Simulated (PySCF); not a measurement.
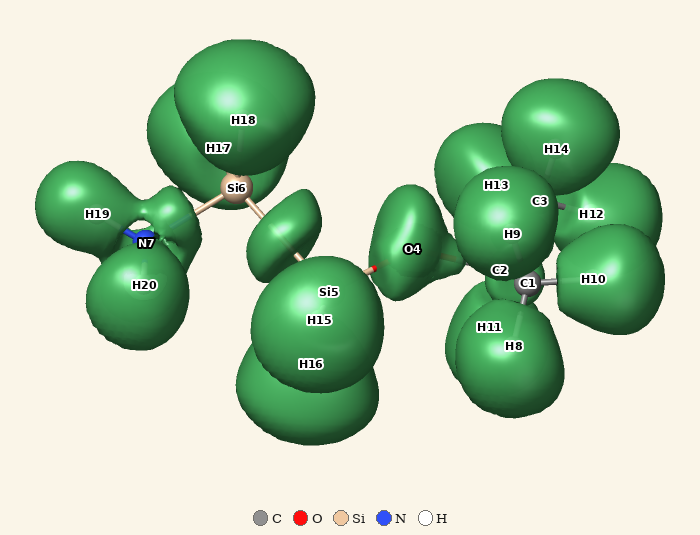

*C₃H₁₃NOSi₂. Isosurface of the ELF at 0.75 (green), seen at an oblique angle. Core shells and regions of very low density are left out.*

Geometry: GFN2-xTB, MD frame at 250 fs, 600 K.

All numbers below come from PBE0/pcSseg-1, SCF density, gas phase, non-relativistic in PySCF 2.14.0.

```xyz
20

C    -1.9363    0.3775    2.1863
C    -1.9581    0.3356    0.6811
C    -2.8362   -0.7204   -0.0182
O    -0.5449    0.0387    0.3646
Si    0.9382    0.7154    0.5656
Si    2.1709   -0.8438   -0.7012
N     3.6424    0.0949   -0.8818
H    -1.5888    1.3689    2.6043
H    -1.4634   -0.4935    2.6578
H    -2.9414    0.2701    2.5313
H    -1.9964    1.3350    0.1578
H    -3.8363   -0.4662   -0.2905
H    -2.3831   -0.8727   -0.9303
H    -2.8788   -1.6451    0.5707
H     1.5219    1.0289    1.8354
H     0.8939    2.0176   -0.3443
H     2.0585   -1.3410   -2.0598
H     2.3991   -2.0627    0.1265
H     4.4226   -0.3519   -1.1250
H     3.9785    0.6609    0.0845
```

### Where are the electrons localised?

At this value the surface marks out two regions between bonded C–C atoms (shared pairs), one region between bonded Si–Si atoms (shared pairs), eleven regions around hydrogen nuclei, one region on O in which the atom's valence shell and bonds are merged and one joined region spread over several atoms (H, N), in which their bonds and any lone pairs are merged. Along the contacts the grid gives the following. C–O (1.48 Å): the ELF peaks at about 0.85 between the atoms (a shared but strongly polarised pair). C–C (1.51 Å): the ELF peaks at about 0.95 between the atoms: localised, covalent bonding.
